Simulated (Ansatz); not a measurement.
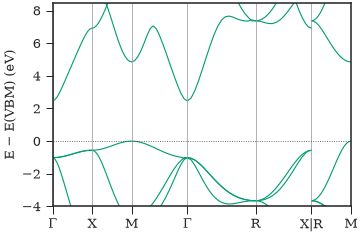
Figure. Band structure from the program Ansatz at the PBEsol level (PAW)

Task: Read off the gap and where the band edges lie.

Result: About 2.5 eV (2.47 eV by a search for the band edges); maximum at M, minimum at Γ.

The material is MgO (CsCl type, Pm-3m).

This is a known high-pressure phase of the composition, computed here at zero pressure and temperature. Symmetry was held in the PBEsol relaxation. At this level the phase is dynamically unstable (imaginary phonons).

Potentials: the later of the program's two PAW sets.
